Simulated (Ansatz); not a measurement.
## Strength of the Si–Ge bond: C2H8GeSi → C2H5Si + GeH3

Species: C2H8GeSi `C=C[SiH2][GeH3]`, singlet; C2H5Si `C=C[SiH2]`, doublet; GeH3 `[GeH3]`, doublet. 

Shapes, held fixed at every level: PBE0-D4/def2-TZVP. Flexible molecules stand in one conformer, not always the lowest. Programs: Ansatz 0.2.0. Electronic energies: no zero-point or thermal term.

| level | kind | ΔE (kJ/mol) | CPU time (sum over the molecules) |
| --- | --- | --- | --- |
| HF/def2-TZVPP | Hartree–Fock | +216.0 | – |
| PBE-D4/def2-TZVPP | GGA | +300.4 | 17 s |
| r2SCAN-D4/def2-TZVPP | meta-GGA | +290.1 | 36 s |
| B3LYP-D4/def2-TZVPP | global hybrid | +297.3 | 31 s |
| PBE0-D4/def2-TZVPP | global hybrid | +303.6 | 22 s |
| wB97X-V/def2-TZVPP | range-separated hybrid | +321.3 | 55 s |
| B2PLYP/def2-TZVPP | double hybrid | +299.5 | 38 s |

B2PLYP/def2-TZVPP gives ΔE = +299.5 kJ/mol; the levels span +216.0 to +321.3. The median of the levels is +299.5. Hartree–Fock misses the correlation of the pair that is broken and comes out low. No measured value is set beside it here. Spin contamination: C2H5Si (⟨S²⟩ up to 0.90). Open shells run unrestricted unless RO is named. Relativity is left out for Ge unless named. Correlated rows may include outer-core shells of Ge, which these sets cover unevenly. Times are processor times on shared x86 and Arm servers, and rough.

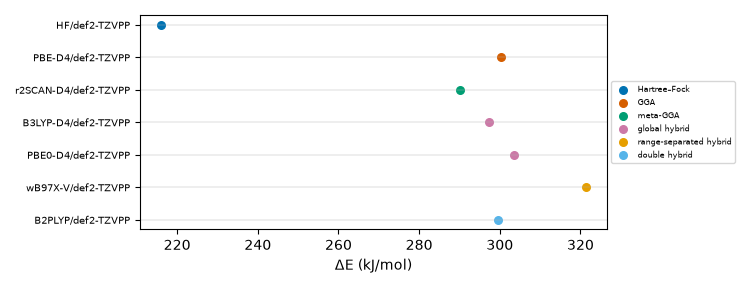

The values of the table, level by level.
